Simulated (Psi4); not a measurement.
**AlH3Cl− (SMILES [AlH3-][Cl]) at MP4/2ZaPa-NR**

Aim: the energy change on altering one bond length of AlH3Cl− at MP4/2ZaPa-NR, from 2 runs. 

The results are computed with Psi4 1.11.

6 further runs of the same task are left out: 6 set aside as unsound or not needed.

**1. The system as given**

AlH3Cl−: 5 atoms, total charge -1, spin state singlet. SMILES: `[AlH3-][Cl]`. The shape comes from GFN2-xTB, which is rough for such elements, and wasn't checked as a minimum.

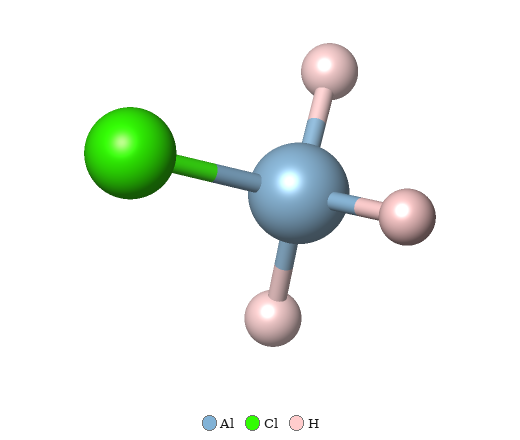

The structure, seen from a chosen angle (aluminium light blue, chlorine green, hydrogen pink).

**2. The energy at MP4/2ZaPa-NR**

Input file job.in:

```
memory 1600 MB

molecule {
  -1 1
  Al
  Cl 1 R2
  H 1 R3 2 A3
  H 1 R4 3 A4 2 D4
  H 1 R5 4 A5 3 D5

  R2 = 2.09758
  R3 = 1.608541
  A3 = 106.98249
  R4 = 1.60803
  A4 = 111.81093
  D4 = 116.84891
  R5 = 1.608298
  A5 = 111.83844
  D5 = -126.15959
  units angstrom
  symmetry c1
  no_reorient
  no_com
}

set {
  basis       2ZaPa-NR
  scf_type    pk
  freeze_core true
}

energy("mp4")
```

Started as:

```bash
psi4 -n 1 job.in job.out
```

job.out:

```text
[...]
  Running in c1 symmetry.
[...]
  Nuclear repulsion =   78.196684591081265
[...]
  Multiplicity = 1
[...]
  Nalpha       = 17
  Nbeta        = 17
[...]
    Number of basis functions: 72
[...]
   @RHF iter   1:  -703.22971120383284   -6.49887e-01   2.75306e-03 ADIIS/DIIS
[...]
   @RHF iter  10:  -703.26211197641157   -1.25056e-12   1.96028e-09 DIIS
[...]
    Orbital Energies [Eh]
    ---------------------
    Doubly Occupied:
       1A   -104.598948     2A    -58.246480     3A    -10.336825
       4A     -7.802684     5A     -7.800970     6A     -7.800969
       7A     -4.664380     8A     -2.979708     9A     -2.976892
      10A     -2.976889    11A     -0.877537    12A     -0.390699
      13A     -0.282730    14A     -0.282693    15A     -0.280232
      16A     -0.204243    17A     -0.204089
[...]
  @RHF Final Energy:  -703.26211197641157
   => Energetics <=
    Nuclear Repulsion Energy =             78.1966845910812651
    One-Electron Energy =               -1137.5036554352527673
    Two-Electron Energy =                 356.0448588677598991
    Total Energy =                       -703.2621119764115747
[...]
 Multipole Moments:
 ------------------------------------------------------------------------------------
     Multipole            Electronic (a.u.)      Nuclear  (a.u.)        Total (a.u.)
 ------------------------------------------------------------------------------------
 L = 1.  Multiply by 2.5417464519 to convert [e a0] to [Debye]
 Dipole X            :         -0.0000085           -0.0000462           -0.0000548
 Dipole Y            :         -0.0052419            0.0026375           -0.0026044
 Dipole Z            :          5.4636656           -4.3185437            1.1451219
 Magnitude           :                                                    1.1451249
[...]
      * MP2 total energy:                   -703.495774189508
[...]
      * MP3 total energy:                   -703.526292812797
[...]
```

Wall time 4.2 s (1 thread of Intel Xeon 6975P-C (Granite Rapids), shared host); peak memory 0.38 GiB.

**3. The distorted shape at the same level**

Input file job.inp:

```
memory 1600 MB

molecule {
  -1 1
  Al     0.136089     0.110134     0.031057
  Cl    -1.535791     0.108464     1.297807
  H      0.253019     1.589064    -0.590633
  H     -0.160190    -1.106410    -1.218300
  H      1.414589    -0.258966     0.934287
  units angstrom
  symmetry c1
  no_reorient
  no_com
}

set basis 2ZaPa-NR
set scf_type pk
set freeze_core true

energy("mp4")
```

Started as:

```bash
psi4 -n 1 job.inp job.out
```

job.out:

```text
[...]
  Running in c1 symmetry.
[...]
  Nuclear repulsion =   77.671776196702353
[...]
  Multiplicity = 1
[...]
  Nalpha       = 17
  Nbeta        = 17
[...]
    Number of basis functions: 72
[...]
   @RHF iter   1:  -703.22790699479469   -6.79823e-01   2.69991e-03 ADIIS/DIIS
[...]
   @RHF iter  10:  -703.25901847646242   -1.02318e-12   2.02288e-09 DIIS
[...]
    Orbital Energies [Eh]
    ---------------------
    Doubly Occupied:
       1A   -104.603135     2A    -58.262224     3A    -10.340961
       4A     -7.806828     5A     -7.805093     6A     -7.805088
       7A     -4.677208     8A     -2.992726     9A     -2.989909
      10A     -2.989642    11A     -0.881496    12A     -0.390015
      13A     -0.286682    14A     -0.285842    15A     -0.279096
      16A     -0.208826    17A     -0.196025
[...]
  @RHF Final Energy:  -703.25901847646242
   => Energetics <=
    Nuclear Repulsion Energy =             77.6717761967023534
    One-Electron Energy =               -1136.2599921528671985
    Two-Electron Energy =                 355.3291974797023727
    Total Energy =                       -703.2590184764624155
[...]
 Multipole Moments:
 ------------------------------------------------------------------------------------
     Multipole            Electronic (a.u.)      Nuclear  (a.u.)        Total (a.u.)
 ------------------------------------------------------------------------------------
 L = 1.  Multiply by 2.5417464519 to convert [e a0] to [Debye]
 Dipole X            :         43.6711730          -43.1459850            0.5251880
 Dipole Y            :         -6.6621140            6.6127526           -0.0493613
 Dipole Z            :        -41.2587118           40.8026150           -0.4560968
 Magnitude           :                                                    0.6973401
[...]
      * MP2 total energy:                   -703.492229669602
[...]
      * MP3 total energy:                   -703.522680961845
[...]
```

It took 4.5 s on 1 thread of Intel Xeon 6975P-C (Granite Rapids), shared host; peak memory 0.37 GiB.

**4. Results**

Level: MP4/2ZaPa-NR, 10 core orbitals frozen.

| quantity | value |
| --- | --- |
| first shape: total energy | -703.53404 Eh |
| first shape: HOMO energy (Hartree–Fock orbitals) | -5.55 eV |
| first shape: LUMO energy (Hartree–Fock orbitals) | 3.77 eV |
| first shape: HOMO–LUMO gap (to an unbound level, set by the basis) | 9.32 eV |
| first shape: correlation energy (10 core orbitals frozen) | -271.9 mEh |
| distorted shape: total energy | -703.53055 Eh |
| distorted shape: HOMO energy (Hartree–Fock orbitals) | -5.33 eV |
| distorted shape: LUMO energy (Hartree–Fock orbitals) | 3.75 eV |
| distorted shape: HOMO–LUMO gap (to an unbound level, set by the basis) | 9.09 eV |
| distorted shape: correlation energy (10 core orbitals frozen) | -271.5 mEh |
| energy change with the Al1–H4 bond stretched from 1.608 to 1.769 Å | 0.095 eV |

What this shows: With the Al1–H4 bond stretched from 1.608 to 1.769 Å the energy rises by 0.09 eV (9.2 kJ/mol). The first shape isn't relaxed at this level, so the change isn't measured from a minimum.
